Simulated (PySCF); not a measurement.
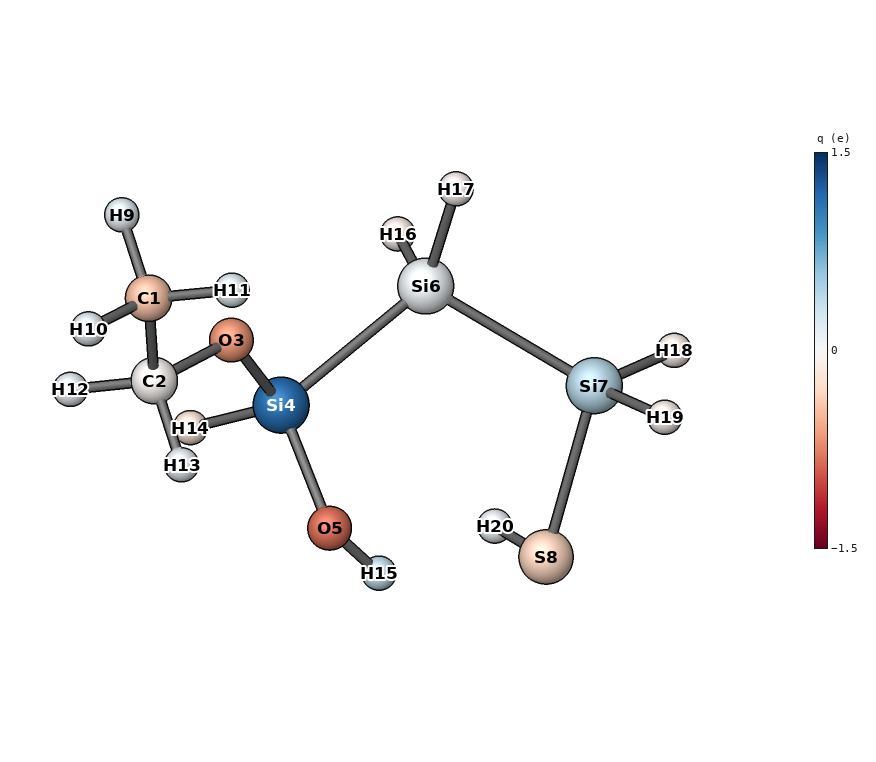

Atoms are coloured by their IAO charges. The computed structure is the end point of a GFN2-xTB optimisation. No frequency run is at hand to confirm it as a minimum. Method: PBE0/pcSseg-1, gas phase (PySCF 2.14.0).

List the IAO charges.

```json
{"atom": "C1", "value (e)": "−0.42"}
{"atom": "C2", "value (e)": "−0.04"}
{"atom": "O3", "value (e)": "−0.65"}
{"atom": "Si4", "value (e)": "1.13"}
{"atom": "O5", "value (e)": "−0.81"}
{"atom": "Si6", "value (e)": "0.08"}
{"atom": "Si7", "value (e)": "0.40"}
{"atom": "S8", "value (e)": "−0.33"}
{"atom": "H9", "value (e)": "0.15"}
{"atom": "H10", "value (e)": "0.14"}
{"atom": "H11", "value (e)": "0.15"}
{"atom": "H12", "value (e)": "0.12"}
{"atom": "H13", "value (e)": "0.13"}
{"atom": "H14", "value (e)": "−0.18"}
{"atom": "H15", "value (e)": "0.36"}
{"atom": "H16", "value (e)": "−0.08"}
{"atom": "H17", "value (e)": "−0.07"}
{"atom": "H18", "value (e)": "−0.09"}
{"atom": "H19", "value (e)": "−0.09"}
{"atom": "H20", "value (e)": "0.10"}
```

The geometry is semi-empirical. Around Si such bond lengths and angles can be off by a tenth of an ångström or more and by several degrees, and values that hang on the shape move with them.
